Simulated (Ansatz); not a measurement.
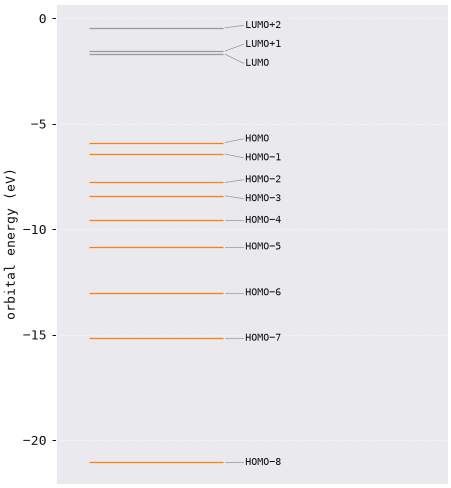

Kohn-Sham orbital energies near the frontier, LDA (SPW92)/def2-TZVPP in the Ansatz code 0.2.0, at a PBE0-D4/def2-TZVP geometry (a minimum by its frequencies), isolated molecule; empty levels in grey, levels within 0.03 eV side by side.

Which molecule has this level scheme?
A. SiAsNH₄, SMILES N1[SiH2][AsH]1
B. CH₂SSe, SMILES SC=[Se]
C. CHBFNS, SMILES FC1=NBS1
D. C₂H₄AlF, SMILES F/C=[CH]/[AlH2], singlet

Answer. A. HOMO −5.89 eV, LUMO −1.70 eV, separation 4.19 eV.

Note: no scalar relativity up to krypton.
